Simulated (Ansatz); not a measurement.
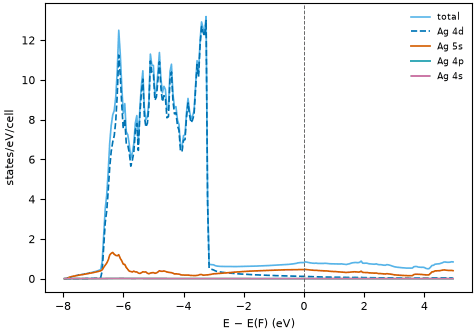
Total and projected density of states of Ag (9R (Sm type), space group No. 166), plane-wave PAW r²SCAN (Ansatz code)

### Question
Which orbitals carry the states next to the Fermi level?

### Answer
Within 0.5 eV of the Fermi level: Ag 5s 57 %, Ag 4d 14 %, outside the projected shells 28 %. Projections are on Löwdin-orthogonalised atomic valence shells; empty p or d shells of many metals are not among them.

### Question
Where is the tallest occupied peak in this window, and what makes it?

### Answer
Near -3.2 eV, about 13 states/eV per cell; the largest projected share is Ag 4d.

Space group R-3m (9R (Sm type)). The first step of the workflow began from a Materials Project structure, measured or hypothetical; the Crystallography Open Database copy checked does not list it. It is not the phase usual at ambient conditions (space group No. 225). The r²SCAN relaxation kept the symmetry of its start; whether a distortion lowers the energy is not shown. The run is not spin-polarised. Scalar-relativistic: spin–orbit coupling is off unless named, which matters more the heavier the elements.

Potentials: the later of the program's two PAW sets.
